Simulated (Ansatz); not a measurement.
Si$_{2}$H$_{5}$O$_{3}$F: geometry relaxation (part 1 of 3)

System: Si$_{2}$H$_{5}$O$_{3}$F.
Method: RKS PBE0-D4/def2-TZVP (Ansatz 0.2.0).

The geometry: PBE-D4/def2-SVP start. Figures and captions count atoms from 1; the log counts them from 0 in places.

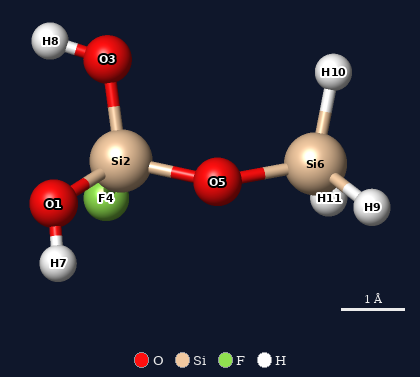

Fig. 1: The input geometry (ball-and-stick view, seen at a tilt; atoms are numbered from 1 in the order of the input). Bond lengths as drawn: F–Si 1.63 Å, H–O 0.97 Å, H–Si 1.50 Å and O–Si 1.65 to 1.68 Å.

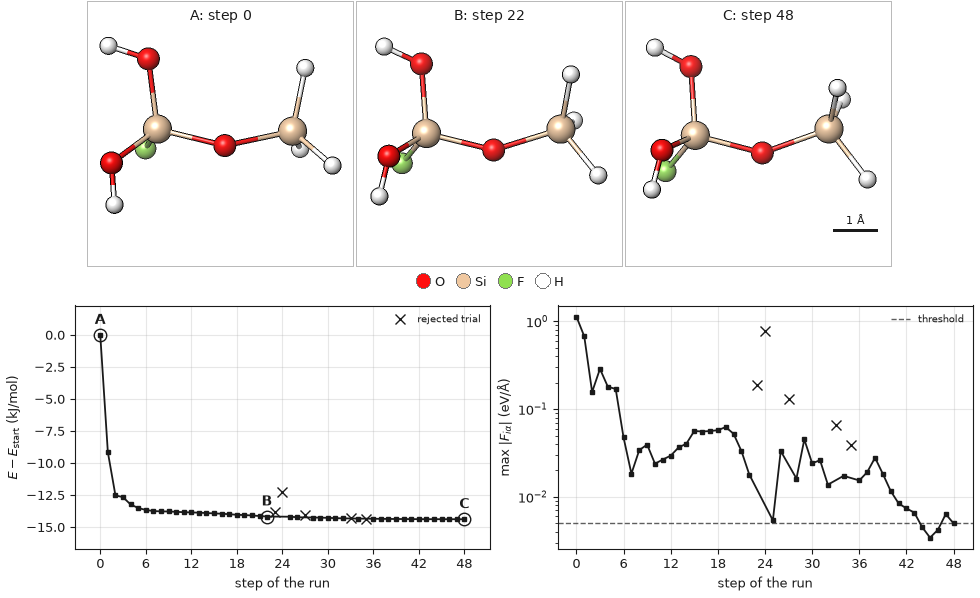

Fig. 2: Frames of the relaxation (ball-and-stick view, seen at a tilt) above the curves, on which the letters mark them (the first geometry is step 0 here and step 1 in the log).

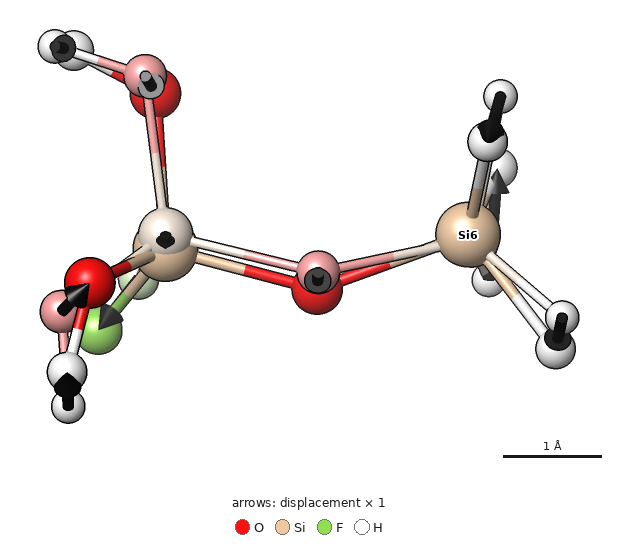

Fig. 3: Start (faint) and end (solid) with the displacements as black arrows, at true length (ball-and-stick view, seen at a tilt). The two geometries are laid on each other by the best rigid fit. The atom that moves furthest after the best rigid fit is H11 (1.16 Å). Largest moves by element: H 1.16 Å, F 0.71 Å, O 0.60 Å, Si 0.19 Å. Among the contacts that change: Si2–F4 1.632 → 1.588 Å, O5–Si6 1.682 → 1.641 Å, Si2–O5 1.645 → 1.606 Å, O1–Si2 1.653 → 1.623 Å. Among the angles that change: Si2–O5–Si6 140.7° → 145.4°, Si2–O3–H8 115.3° → 118.4°, Si2–O1–H7 116.2° → 118.5°. Over 48 geometry steps the energy falls by 14.4 kJ/mol. Largest force component: 1.1 eV/Å at the start, 0.005 eV/Å at the end. The line search rejected the trial steps at points 23, 24, 27, 33, 35 (counted from 0) and went back. (Atoms are counted from 1 in the order of the input.)

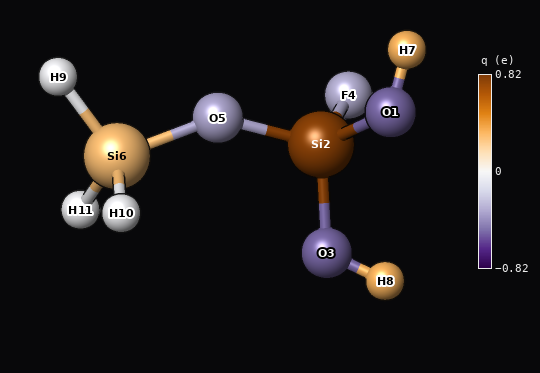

Fig. 4: Mulliken charges, as the colour of each atom (ball-and-stick view, seen at a tilt; atoms are numbered from 1 in the order of the input). By element: O −0.51 to −0.33, Si +0.29 to +0.78, F −0.30 and H −0.03 to +0.34 e.

These pictures come from the run below.

**The input**
```yaml
crystal:
  periodic: [false, false, false]
  atoms:
    - {symbol: O, position_ang: [0.229433, -0.639860, 2.396239]}
    - {symbol: Si, position_ang: [-0.187576, -0.698491, 0.797682]}
    - {symbol: O, position_ang: [-1.831360, -0.654151, 0.669510]}
    - {symbol: F, position_ang: [0.395108, -2.074469, 0.142326]}
    - {symbol: O, position_ang: [0.452666, 0.557027, -0.051114]}
    - {symbol: Si, position_ang: [0.513004, 1.176150, -1.613419]}
    - {symbol: H, position_ang: [1.181555, -0.608634, 2.590239]}
    - {symbol: H, position_ang: [-2.313016, -1.223440, 1.294676]}
    - {symbol: H, position_ang: [1.359611, 2.413186, -1.566713]}
    - {symbol: H, position_ang: [-0.868492, 1.521143, -2.092514]}
    - {symbol: H, position_ang: [1.134567, 0.174439, -2.546412]}
basis:
  gaussian: {orbitals: def2-TZVP}
hamiltonian: {xc: pbe0, dispersion: d4}
relax: {f_tol: 0.005, max_steps: 150}
```

Launched with:
```bash
ansatz run in.yaml --threads 4 --pin off --events-out ev --progress --plain --max-ram 10444MiB
```

**What the program printed**
```
Functional definition: PBE0
  name "PBE0"
  cite "Adamo & Barone, J. Chem. Phys. 110, 6158 (1999) doi:10.1063/1.478522"
  cite "Perdew, Burke & Ernzerhof, Phys. Rev. Lett. 77, 3865 (1996) doi:10.1103/PhysRevLett.77.3865"
  parent pbe
  parameter a = 0.25
  parameter kappa = 0.804
  parameter beta = 0.06672455060314922
  exchange = (1 - a)*pbe_x(kappa = kappa, mu = beta*pi^2/3) + a*exact_x
  correlation = pbe_c(beta = beta)
1365 factors; their error is unknown
mean field evaluation 1: about -24679.2441 eV, gradient 8.7e1 eV
mean field evaluation 2: about -24664.2585 eV, gradient 1.3e2 eV
mean field evaluation 4: about -24690.4534 eV, gradient 6.5e0 eV
mean field evaluation 8: about -24690.5112 eV, gradient 8.7e-2 eV
mean field evaluation 16: about -24690.6023 eV, gradient 5.8e-5 eV
mean field -24690.60231577 eV, -907.3628992133 hartree, gradient 5.8e-5 eV, S^2 0.000000; 0 other end points of the search recorded, 0 dependent functions left out
the calculation of the forces begins
reference -24690.60234975 eV, -907.3629004621 hartree; 33, 33 occupied and 195, 195 virtual orbitals, 1365 factors
relax step   1: F+E_penalty+E_count = -24690.82073197 eV  Δ(F+E_penalty+E_count) = +0.000e0 eV  max|allowed force component| = 1.138e0 eV/Å  Δτ_max = 0.0000 Å  (27 SCF iters, accepted)
these checks for a lower state are left out or cut short: starts, cluster_reference, orbital_swaps, neighbouring_geometries, increment
1365 factors; their error is unknown
mean field -24690.69587960 eV, -907.3663376206 hartree, gradient 1.1e-5 eV, S^2 0.000000; 0 other end points of the search recorded, 0 dependent functions left out
[... from here on the field's lines of each further geometry are left out, up to the last ...]
relax step   2: F+E_penalty+E_count = -24690.91547270 eV  Δ(F+E_penalty+E_count) = -9.474e-2 eV  max|allowed force component| = 6.782e-1 eV/Å  Δτ_max = 0.0338 Å  (32 SCF iters, accepted)
relax step   3: F+E_penalty+E_count = -24690.95041299 eV  Δ(F+E_penalty+E_count) = -3.494e-2 eV  max|allowed force component| = 1.570e-1 eV/Å  Δτ_max = 0.0277 Å  (31 SCF iters, accepted)
relax step   4: F+E_penalty+E_count = -24690.95191863 eV  Δ(F+E_penalty+E_count) = -1.506e-3 eV  max|allowed force component| = 2.879e-1 eV/Å  Δτ_max = 0.1953 Å  (29 SCF iters, accepted)
relax step   5: F+E_penalty+E_count = -24690.95780253 eV  Δ(F+E_penalty+E_count) = -5.884e-3 eV  max|allowed force component| = 1.805e-1 eV/Å  Δτ_max = 0.1328 Å  (28 SCF iters, accepted)
relax step   6: F+E_penalty+E_count = -24690.96064220 eV  Δ(F+E_penalty+E_count) = -2.840e-3 eV  max|allowed force component| = 1.699e-1 eV/Å  Δτ_max = 0.0211 Å  (31 SCF iters, accepted)
relax step   7: F+E_penalty+E_count = -24690.96224811 eV  Δ(F+E_penalty+E_count) = -1.606e-3 eV  max|allowed force component| = 4.757e-2 eV/Å  Δτ_max = 0.0102 Å  (31 SCF iters, accepted)
relax step   8: F+E_penalty+E_count = -24690.96311950 eV  Δ(F+E_penalty+E_count) = -8.714e-4 eV  max|allowed force component| = 1.841e-2 eV/Å  Δτ_max = 0.0347 Å  (31 SCF iters, accepted)
relax step   9: F+E_penalty+E_count = -24690.96340707 eV  Δ(F+E_penalty+E_count) = -2.876e-4 eV  max|allowed force component| = 3.413e-2 eV/Å  Δτ_max = 0.0368 Å  (30 SCF iters, accepted)
relax step  10: F+E_penalty+E_count = -24690.96348725 eV  Δ(F+E_penalty+E_count) = -8.019e-5 eV  max|allowed force component| = 3.948e-2 eV/Å  Δτ_max = 0.0300 Å  (31 SCF iters, accepted)
relax step  11: F+E_penalty+E_count = -24690.96375013 eV  Δ(F+E_penalty+E_count) = -2.629e-4 eV  max|allowed force component| = 2.389e-2 eV/Å  Δτ_max = 0.0217 Å  (31 SCF iters, accepted)
relax step  12: F+E_penalty+E_count = -24690.96404692 eV  Δ(F+E_penalty+E_count) = -2.968e-4 eV  max|allowed force component| = 2.668e-2 eV/Å  Δτ_max = 0.0435 Å  (30 SCF iters, accepted)
relax step  13: F+E_penalty+E_count = -24690.96423487 eV  Δ(F+E_penalty+E_count) = -1.880e-4 eV  max|allowed force component| = 2.952e-2 eV/Å  Δτ_max = 0.0398 Å  (31 SCF iters, accepted)
relax step  14: F+E_penalty+E_count = -24690.96444115 eV  Δ(F+E_penalty+E_count) = -2.063e-4 eV  max|allowed force component| = 3.658e-2 eV/Å  Δτ_max = 0.0308 Å  (31 SCF iters, accepted)
relax step  15: F+E_penalty+E_count = -24690.96473420 eV  Δ(F+E_penalty+E_count) = -2.930e-4 eV  max|allowed force component| = 4.046e-2 eV/Å  Δτ_max = 0.0408 Å  (31 SCF iters, accepted)
relax step  16: F+E_penalty+E_count = -24690.96503778 eV  Δ(F+E_penalty+E_count) = -3.036e-4 eV  max|allowed force component| = 5.642e-2 eV/Å  Δτ_max = 0.0539 Å  (30 SCF iters, accepted)
relax step  17: F+E_penalty+E_count = -24690.96528995 eV  Δ(F+E_penalty+E_count) = -2.522e-4 eV  max|allowed force component| = 5.566e-2 eV/Å  Δτ_max = 0.0406 Å  (31 SCF iters, accepted)
relax step  18: F+E_penalty+E_count = -24690.96567767 eV  Δ(F+E_penalty+E_count) = -3.877e-4 eV  max|allowed force component| = 5.630e-2 eV/Å  Δτ_max = 0.0403 Å  (31 SCF iters, accepted)
relax step  19: F+E_penalty+E_count = -24690.96614421 eV  Δ(F+E_penalty+E_count) = -4.665e-4 eV  max|allowed force component| = 5.760e-2 eV/Å  Δτ_max = 0.0629 Å  (30 SCF iters, accepted)
relax step  20: F+E_penalty+E_count = -24690.96637476 eV  Δ(F+E_penalty+E_count) = -2.305e-4 eV  max|allowed force component| = 6.254e-2 eV/Å  Δτ_max = 0.0705 Å  (30 SCF iters, accepted)
relax step  21: F+E_penalty+E_count = -24690.96669565 eV  Δ(F+E_penalty+E_count) = -3.209e-4 eV  max|allowed force component| = 5.240e-2 eV/Å  Δτ_max = 0.0107 Å  (32 SCF iters, accepted)
relax step  22: F+E_penalty+E_count = -24690.96714344 eV  Δ(F+E_penalty+E_count) = -4.478e-4 eV  max|allowed force component| = 3.329e-2 eV/Å  Δτ_max = 0.0262 Å  (31 SCF iters, accepted)
relax step  23: F+E_penalty+E_count = -24690.96755828 eV  Δ(F+E_penalty+E_count) = -4.148e-4 eV  max|allowed force component| = 1.799e-2 eV/Å  Δτ_max = 0.0616 Å  (30 SCF iters, accepted)
relax step  24: F+E_penalty+E_count = -24690.96399021 eV  Δ(F+E_penalty+E_count) = +3.568e-3 eV  max|allowed force component| = 1.888e-1 eV/Å  Δτ_max = 0.1928 Å  (28 SCF iters, rejected (line search))
relax step  25: F+E_penalty+E_count = -24690.94756872 eV  Δ(F+E_penalty+E_count) = +1.999e-2 eV  max|allowed force component| = 7.860e-1 eV/Å  Δτ_max = 0.0267 Å  (31 SCF iters, rejected (line search))
relax step  26: F+E_penalty+E_count = -24690.96770702 eV  Δ(F+E_penalty+E_count) = -1.487e-4 eV  max|allowed force component| = 5.398e-3 eV/Å  Δτ_max = 0.0133 Å  (31 SCF iters, accepted)
relax step  27: F+E_penalty+E_count = -24690.96813781 eV  Δ(F+E_penalty+E_count) = -4.308e-4 eV  max|allowed force component| = 3.328e-2 eV/Å  Δτ_max = 0.0762 Å  (30 SCF iters, accepted)
relax step  28: F+E_penalty+E_count = -24690.96653653 eV  Δ(F+E_penalty+E_count) = +1.601e-3 eV  max|allowed force component| = 1.304e-1 eV/Å  Δτ_max = 0.1399 Å  (30 SCF iters, rejected (line search))
relax step  29: F+E_penalty+E_count = -24690.96834697 eV  Δ(F+E_penalty+E_count) = -2.092e-4 eV  max|allowed force component| = 1.619e-2 eV/Å  Δτ_max = 0.0373 Å  (31 SCF iters, accepted)
relax step  30: F+E_penalty+E_count = -24690.96847258 eV  Δ(F+E_penalty+E_count) = -1.256e-4 eV  max|allowed force component| = 4.515e-2 eV/Å  Δτ_max = 0.0735 Å  (30 SCF iters, accepted)
relax step  31: F+E_penalty+E_count = -24690.96862441 eV  Δ(F+E_penalty+E_count) = -1.518e-4 eV  max|allowed force component| = 2.414e-2 eV/Å  Δτ_max = 0.0049 Å  (33 SCF iters, accepted)
relax step  32: F+E_penalty+E_count = -24690.96885290 eV  Δ(F+E_penalty+E_count) = -2.285e-4 eV  max|allowed force component| = 2.620e-2 eV/Å  Δτ_max = 0.0258 Å  (31 SCF iters, accepted)
relax step  33: F+E_penalty+E_count = -24690.96902250 eV  Δ(F+E_penalty+E_count) = -1.696e-4 eV  max|allowed force component| = 1.378e-2 eV/Å  Δτ_max = 0.0399 Å  (31 SCF iters, accepted)
relax step  34: F+E_penalty+E_count = -24690.96883958 eV  Δ(F+E_penalty+E_count) = +1.829e-4 eV  max|allowed force component| = 6.675e-2 eV/Å  Δτ_max = 0.0949 Å  (30 SCF iters, rejected (line search))
relax step  35: F+E_penalty+E_count = -24690.96921915 eV  Δ(F+E_penalty+E_count) = -1.967e-4 eV  max|allowed force component| = 1.738e-2 eV/Å  Δτ_max = 0.0473 Å  (31 SCF iters, accepted)
relax step  36: F+E_penalty+E_count = -24690.96918881 eV  Δ(F+E_penalty+E_count) = +3.034e-5 eV  max|allowed force component| = 3.924e-2 eV/Å  Δτ_max = 0.0614 Å  (30 SCF iters, rejected (line search))
relax step  37: F+E_penalty+E_count = -24690.96934163 eV  Δ(F+E_penalty+E_count) = -1.225e-4 eV  max|allowed force component| = 1.539e-2 eV/Å  Δτ_max = 0.0307 Å  (31 SCF iters, accepted)
relax step  38: F+E_penalty+E_count = -24690.96945654 eV  Δ(F+E_penalty+E_count) = -1.149e-4 eV  max|allowed force component| = 1.915e-2 eV/Å  Δτ_max = 0.0480 Å  (31 SCF iters, accepted)
relax step  39: F+E_penalty+E_count = -24690.96950168 eV  Δ(F+E_penalty+E_count) = -4.514e-5 eV  max|allowed force component| = 2.795e-2 eV/Å  Δτ_max = 0.0402 Å  (31 SCF iters, accepted)
relax step  40: F+E_penalty+E_count = -24690.96954472 eV  Δ(F+E_penalty+E_count) = -4.303e-5 eV  max|allowed force component| = 1.824e-2 eV/Å  Δτ_max = 0.0052 Å  (23 SCF iters, accepted)
relax step  41: F+E_penalty+E_count = -24690.96959755 eV  Δ(F+E_penalty+E_count) = -5.283e-5 eV  max|allowed force component| = 1.163e-2 eV/Å  Δτ_max = 0.0072 Å  (32 SCF iters, accepted)
relax step  42: F+E_penalty+E_count = -24690.96963610 eV  Δ(F+E_penalty+E_count) = -3.856e-5 eV  max|allowed force component| = 8.424e-3 eV/Å  Δτ_max = 0.0196 Å  (31 SCF iters, accepted)
relax step  43: F+E_penalty+E_count = -24690.96968256 eV  Δ(F+E_penalty+E_count) = -4.646e-5 eV  max|allowed force component| = 7.387e-3 eV/Å  Δτ_max = 0.0438 Å  (31 SCF iters, accepted)
relax step  44: F+E_penalty+E_count = -24690.96969472 eV  Δ(F+E_penalty+E_count) = -1.216e-5 eV  max|allowed force component| = 6.613e-3 eV/Å  Δτ_max = 0.0188 Å  (31 SCF iters, accepted)
relax step  45: F+E_penalty+E_count = -24690.96970618 eV  Δ(F+E_penalty+E_count) = -1.145e-5 eV  max|allowed force component| = 4.510e-3 eV/Å  Δτ_max = 0.0100 Å  (32 SCF iters, accepted)
relax step  46: F+E_penalty+E_count = -24690.96971533 eV  Δ(F+E_penalty+E_count) = -9.153e-6 eV  max|allowed force component| = 3.428e-3 eV/Å  Δτ_max = 0.0108 Å  (32 SCF iters, accepted)
relax step  47: F+E_penalty+E_count = -24690.96972408 eV  Δ(F+E_penalty+E_count) = -8.749e-6 eV  max|allowed force component| = 4.219e-3 eV/Å  Δτ_max = 0.0099 Å  (32 SCF iters, accepted)
relax step  48: F+E_penalty+E_count = -24690.96973477 eV  Δ(F+E_penalty+E_count) = -1.069e-5 eV  max|allowed force component| = 6.361e-3 eV/Å  Δτ_max = 0.0078 Å  (32 SCF iters, accepted)
the calculation of the forces begins
reference -24690.74877326 eV, -907.3682814266 hartree; 33, 33 occupied and 195, 195 virtual orbitals, 1365 factors
relax step  49: F+E_penalty+E_count = -24690.96974678 eV  Δ(F+E_penalty+E_count) = -1.201e-5 eV  max|allowed force component| = 4.977e-3 eV/Å  Δτ_max = 0.0184 Å  (31 SCF iters, accepted)
1365 factors; their error is unknown
mean field -24690.74873906 eV, -907.3682801698 hartree, gradient 6.1e-5 eV, S^2 0.000000; 1 other end points of the search recorded, 0 dependent functions left out
the calculation of the forces begins
reference -24690.74877326 eV, -907.3682814266 hartree; 33, 33 occupied and 195, 195 virtual orbitals, 1365 factors
Total energy: -24690.96978097 eV, -907.3764033104 hartree
Atom 0 at    -0.061734    -0.240347     2.278161 Å, force     0.000574     0.002489     0.002912 eV/Å
Atom 1 at    -0.032579    -0.801166     0.755342 Å, force    -0.001895     0.003565    -0.000439 eV/Å
Atom 2 at    -1.553954    -1.045396     0.260168 Å, force    -0.003589    -0.001370    -0.004977 eV/Å
Atom 3 at     0.804821    -2.150192     0.745680 Å, force     0.002322    -0.004894    -0.000281 eV/Å
Atom 4 at     0.678304     0.194842    -0.284222 Å, force     0.000315     0.001195    -0.001011 eV/Å
Atom 5 at     0.454418     1.197438    -1.564136 Å, force     0.003832    -0.000322    -0.002403 eV/Å
Atom 6 at     0.746326    -0.268734     2.791491 Å, force     0.000587    -0.000452     0.000386 eV/Å
Atom 7 at    -2.173631    -1.443895     0.871919 Å, force     0.001068     0.000012     0.002286 eV/Å
Atom 8 at     1.744554     1.879700    -1.825638 Å, force    -0.003819    -0.000927     0.001228 eV/Å
Atom 9 at    -0.589744     2.204430    -1.249684 Å, force     0.000388    -0.000343     0.000142 eV/Å
Atom 10 at     0.048719     0.416221    -2.758582 Å, force     0.000216     0.001047     0.002159 eV/Å
Dipole moment:    -0.039214     0.068481     0.257072 e Å
```

**Trajectory as extended XYZ (Å, eV, eV/Å), 43 of the 49 frames kept, from step=1 to step=49**
```
11
Properties=species:S:1:pos:R:3:forces:R:3 step=1 energy=-24690.82073
O     0.2294   -0.6399    2.3962    0.3841  -0.0219  -0.9456
Si   -0.1876   -0.6985    0.7977    0.1922   0.0424  -0.3231
O    -1.8314   -0.6542    0.6695    0.7625  -0.4875   0.5630
F     0.3951   -2.0745    0.1423   -0.4926   1.1381   0.5826
O     0.4527    0.5570   -0.0511   -0.4665  -0.6340  -0.2821
Si    0.5130    1.1762   -1.6134   -0.0185  -0.2309   0.5750
H     1.1816   -0.6086    2.5902   -0.6501  -0.0467  -0.1242
H    -2.3130   -1.2234    1.2947    0.3157   0.4075  -0.4603
H     1.3596    2.4132   -1.5667   -0.1832  -0.2770   0.0284
H    -0.8685    1.5211   -2.0925    0.3057  -0.0965   0.1420
H     1.1346    0.1744   -2.5464   -0.1493   0.2064   0.2444
11
Properties=species:S:1:pos:R:3:forces:R:3 step=2 energy=-24690.91547
O     0.2291   -0.6295    2.3712    0.0679  -0.0100  -0.5884
Si   -0.1845   -0.6863    0.7870    0.1219  -0.0151  -0.2046
O    -1.8141   -0.6478    0.6609    0.5466  -0.1856   0.2238
F     0.3925   -2.0499    0.1437   -0.2916   0.6782   0.3442
O     0.4494    0.5546   -0.0539   -0.2875  -0.3835  -0.1843
Si    0.5083    1.1661   -1.6021   -0.0039  -0.1620   0.4988
H     1.1715   -0.6091    2.5648   -0.1802  -0.0268   0.0198
H    -2.2913   -1.2125    1.2775    0.0291   0.1234  -0.1490
H     1.3480    2.3902   -1.5453   -0.0431  -0.0598  -0.0223
H    -0.8640    1.5021   -2.0663    0.0740  -0.0153   0.0186
H     1.1208    0.1651   -2.5170   -0.0331   0.0565   0.0435
```
